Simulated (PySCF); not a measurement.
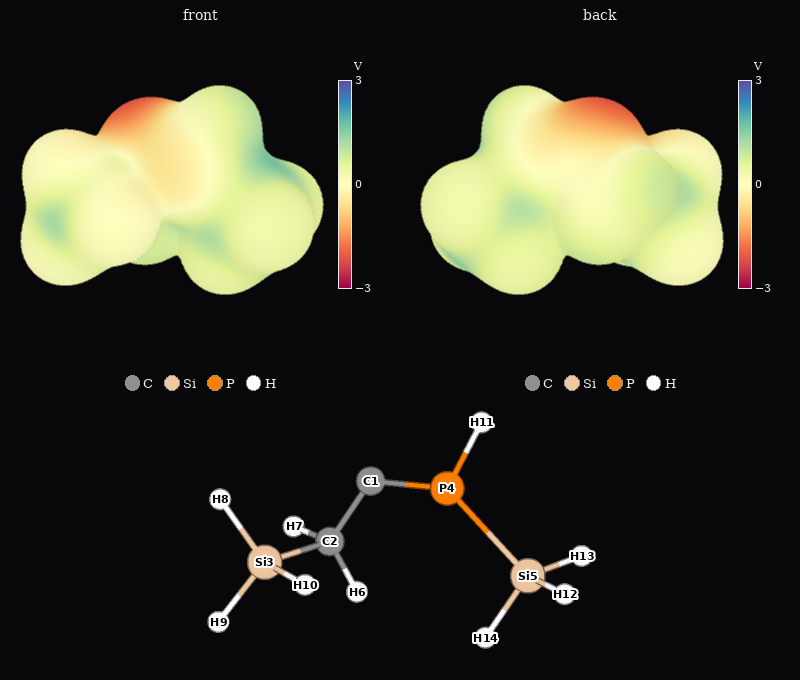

The picture shows: C₂H₉PSi₂ (SMILES [SiH3]C[C]P[SiH3]). The electrostatic potential painted on the density surface at 0.002 e/bohr³, seen from the front and from behind; the colour scale runs from red (negative) to blue (positive). The bare structure is drawn below in the same view.

Geometry: PBE0-D3(BJ)/def2-SVP.

Method: PBE0/pcSseg-1, SCF density, gas phase, non-relativistic in PySCF.

```yaml
atoms:
  - { symbol: C, position_ang: [-0.7320, 0.8580, -0.8525] }
  - { symbol: C, position_ang: [-0.4253, -0.4808, -1.3288] }
  - { symbol: Si, position_ang: [-1.7446, -1.6098, -0.5314] }
  - { symbol: P, position_ang: [-0.0568, 1.5305, 0.5231] }
  - { symbol: Si, position_ang: [2.0300, 1.0995, 1.2860] }
  - { symbol: H, position_ang: [0.5660, -0.9357, -1.1197] }
  - { symbol: H, position_ang: [-0.6564, -0.5939, -2.4047] }
  - { symbol: H, position_ang: [-3.1159, -1.1567, -0.8940] }
  - { symbol: H, position_ang: [-1.5265, -2.9999, -1.0405] }
  - { symbol: H, position_ang: [-1.5721, -1.5957, 0.9510] }
  - { symbol: H, position_ang: [-0.3425, 2.9090, 0.6245] }
  - { symbol: H, position_ang: [2.0844, 1.1353, 2.7777] }
  - { symbol: H, position_ang: [3.0275, 2.0642, 0.7332] }
  - { symbol: H, position_ang: [2.3300, -0.2817, 0.8062] }
```

Q: Where is the surface potential most negative and most positive?

A: The most negative region (about −2.0 V) lies over C1, the most positive (about +1.5 V) over Si5.
